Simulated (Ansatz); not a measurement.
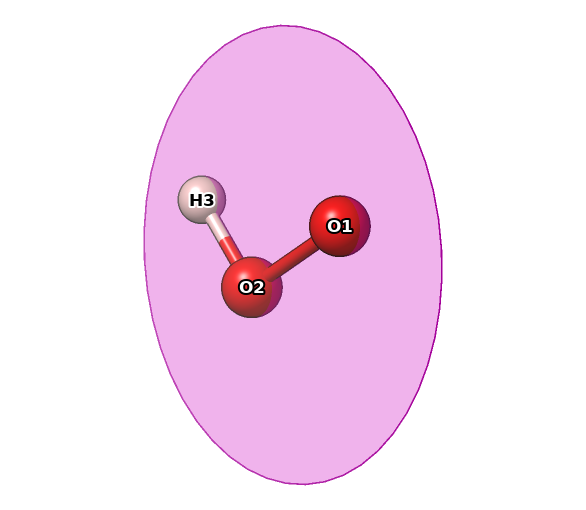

A disc through the centre of mass is drawn in. Depth is shown by fading: the farther an atom, the more it takes the colour of the background. Charge 0, doublet. The computed structure is the end point of a PBE0-D4/def2-TZVP optimisation.

Q: Is the plane of the disc a mirror plane of the structure?

A: Yes. The reflection leaves O1, O2, H3 in place. The point group is Cs.
